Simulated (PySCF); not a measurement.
## Two runs on CH5B

System: CH5B, SMILES BC.
Method of the first run: TDDFT CAM-B3LYP/def2-SVPD, vertical, gas phase, core orbitals frozen in the response (PySCF 2.14.0).

The geometry comes from this level: PBE0-D3(BJ)/def2-SVP. Text and figures count atoms from 1; the logs count them from 0 in places.

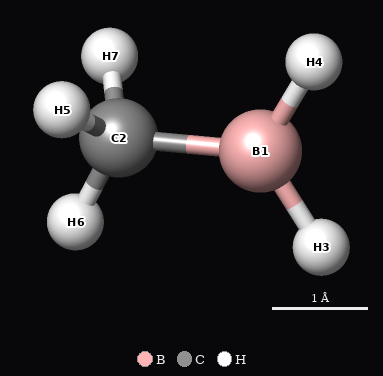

**Figure 1.** The structure (ball-and-stick view, seen at a tilt; atoms are numbered from 1 in the order of the input).

### The input, the first run
```
{"job": {"kind": "uv", "xc": "CAM-B3LYP", "basis": "def2-SVPD", "ip": true}, "charge": 0, "multiplicity": 1}
B      0.991585     0.099161    -0.076893
C     -0.553064    -0.081286    -0.021539
H      1.754640    -0.826672    -0.240876
H      1.467528     1.207736     0.044947
H     -0.935194     0.341643     0.925781
H     -0.925673    -1.108300    -0.133378
H     -1.011660     0.554701    -0.801750
```

The first line tells a small driver script what to run in PySCF; the rest is the geometry in Å.

Launched with:
```bash
OMP_NUM_THREADS=1 python <driver script> task.json out
```

Hardware: 1 CPU thread, shared host.

### Output (the first run)
```
coarse grid: 5272 points
cycle   1  E = -65.8146428921  dE = -1.351e-01  |g| = 2.251e-01  |ddm| = 2.669e+00
cycle   2  E = -65.8216216684  dE = -6.979e-03  |g| = 1.722e-01  |ddm| = 4.222e-01
cycle   3  E = -65.8291585464  dE = -7.537e-03  |g| = 1.659e-02  |ddm| = 1.964e-01
cycle   4  E = -65.8292559507  dE = -9.740e-05  |g| = 1.779e-03  |ddm| = 3.734e-02
cycle   5  E = -65.8292574284  dE = -1.478e-06  |g| = 4.844e-04  |ddm| = 5.328e-03
final grid: 49280 points
cycle   6  E = -65.8432480337  dE = -1.025e-05  |g| = 2.306e-03  |ddm| = 2.412e-02
cycle   7  E = -65.8432483791  dE = -3.455e-07  |g| = 2.051e-03  |ddm| = 5.385e-03
cycle   8  E = -65.8432494319  dE = -1.053e-06  |g| = 5.073e-05  |ddm| = 2.099e-03
cycle   9  E = -65.8432494329  dE = -1.048e-09  |g| = 2.080e-05  |ddm| = 2.107e-04
cycle  10  E = -65.8432494331  dE = -1.617e-10  |g| = 2.993e-06  |ddm| = 3.424e-05
converged SCF energy = -65.8432494331

Static polarisability (au): isotropic 29.768, principal 25.535 29.966 33.802

Singlet excitations
state   eV       nm        f      main configurations
  1   5.7549    215.4   0.00013   H->L 0.98
  2   6.2318    199.0   0.00121   H-1->L 0.98
  3   8.6318    143.6   0.01821   H->L+1 0.97
  4   9.0152    137.5   0.00299   H-3->L 0.97
  5   9.0540    136.9   0.11175   H-2->L 0.96
  6   9.1809    135.0   0.02759   H-1->L+1 0.92
  7   9.5759    129.5   0.09425   H->L+2 0.94
  8  10.1858    121.7   0.25008   H-1->L+2 0.93
  9  10.5582    117.4   0.12514   H->L+3 0.94
 10  10.6639    116.3   0.08512   H-2->L+1 0.70, H-2->L+2 0.14, H->L+4 0.12

Triplet excitations (Tamm-Dancoff, eV): 5.0737 5.6149 8.1486 8.4296
Vertical ionisation energy (delta-SCF) = 11.7962 eV
Vertical electron affinity (delta-SCF) = -0.7958 eV
```

The second run used a changed input.

### The two runs side by side

| quantity | the first run | the second run |
| --- | --- | --- |
| outcome | converged | converged |
| total energy (hartree) | −65.843249 | −65.846953 |
| HOMO (eV) | −10.43 | −11.82 |
| LUMO (eV) | −0.15 | 1.14 |
| dipole moment (D) | 0.68 | 0.69 |
| lowest excitation (eV) | 5.75 | 5.83 |
| SCF iterations | 10 | 10 |
| strongest computed line (eV) | 10.19 | 10.84 |
| basis functions | 80 | 80 |
| wall time (shared host) | 9.8 s | 11 s |

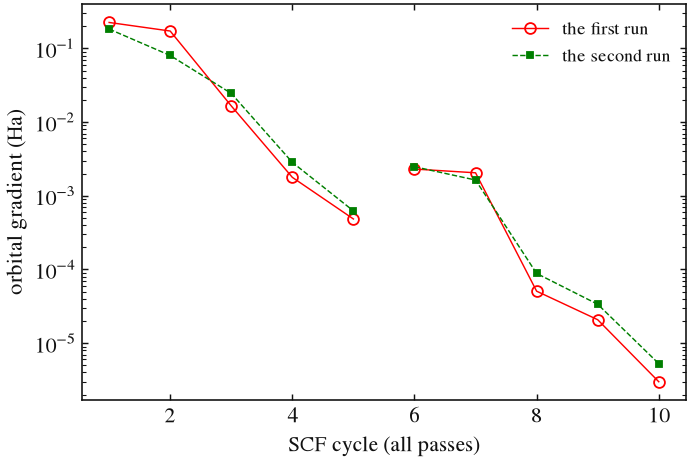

**Figure 2.** Convergence of the two runs: orbital gradient against the SCF cycle. A break in a curve parts two SCF passes (coarse and final grid). The first run takes 10 cycles in all, and the second run takes 10.

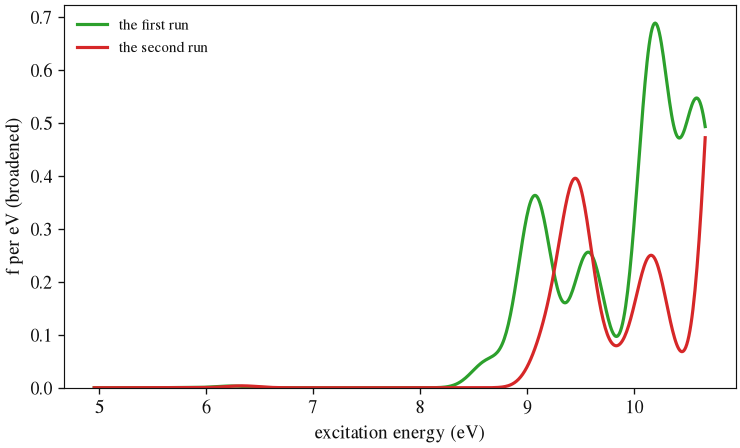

**Figure 3.** Absorption of the two runs from their computed states, each broadened by a Gaussian of 0.35 eV full width; the range ends where the shorter list of states ends.

Which change of the input explains these differences?

The change (lines with − go, lines with + come):
```diff
-"xc": "CAM-B3LYP"
+"xc": "LC-wPBE"
```

The total energies belong to different methods, so their difference says nothing on which is more stable or more accurate. The HOMO goes from −10.43 to −11.82 eV. The LUMO goes from −0.15 to 1.14 eV. The lowest excitation goes from 5.75 to 5.83 eV. The strongest computed line goes from 10.19 to 10.84 eV. The functional changes from CAM-B3LYP to LC-wPBE. The number of SCF iterations is the same.

### Output (the second run)
```
coarse grid: 5272 points
cycle   1  E = -65.8229201212  dE = -1.032e-01  |g| = 1.831e-01  |ddm| = 2.481e+00
cycle   2  E = -65.8332192228  dE = -1.030e-02  |g| = 8.024e-02  |ddm| = 3.217e-01
cycle   3  E = -65.8348971340  dE = -1.678e-03  |g| = 2.452e-02  |ddm| = 1.419e-01
cycle   4  E = -65.8351075165  dE = -2.104e-04  |g| = 2.843e-03  |ddm| = 5.156e-02
cycle   5  E = -65.8351119089  dE = -4.392e-06  |g| = 6.236e-04  |ddm| = 9.083e-03
final grid: 49280 points
cycle   6  E = -65.8469517670  dE = -1.009e-05  |g| = 2.480e-03  |ddm| = 2.215e-02
cycle   7  E = -65.8469527831  dE = -1.016e-06  |g| = 1.636e-03  |ddm| = 5.006e-03
cycle   8  E = -65.8469534380  dE = -6.549e-07  |g| = 8.829e-05  |ddm| = 1.877e-03
cycle   9  E = -65.8469534413  dE = -3.313e-09  |g| = 3.371e-05  |ddm| = 2.073e-04
cycle  10  E = -65.8469534418  dE = -4.316e-10  |g| = 5.268e-06  |ddm| = 6.494e-05
converged SCF energy = -65.8469534418

Static polarisability (au): isotropic 28.954, principal 25.011 29.122 32.730

Singlet excitations
state   eV       nm        f      main configurations
  1   5.8308    212.6   0.00013   H->L 0.96
  2   6.3382    195.6   0.00135   H-1->L 0.97
  3   9.1956    134.8   0.03244   H->L+1 0.93
  4   9.4608    131.1   0.13538   H-2->L 0.96
  5   9.4806    130.8   0.00415   H-3->L 0.95
  6   9.8114    126.4   0.01563   H-1->L+1 0.84, H-1->L+2 0.11
  7  10.1622    122.0   0.09220   H->L+2 0.84
  8  10.8397    114.4   0.34944   H-1->L+2 0.82, H-1->L+1 0.11
  9  11.0975    111.7   0.12411   H->L+3 0.89
 10  11.1682    111.0   0.06761   H-2->L+1 0.49, H-2->L+2 0.28, H->L+5 0.10

Triplet excitations (Tamm-Dancoff, eV): 5.0163 5.5878 8.4973 8.8750
Vertical ionisation energy (delta-SCF) = 11.9464 eV
```
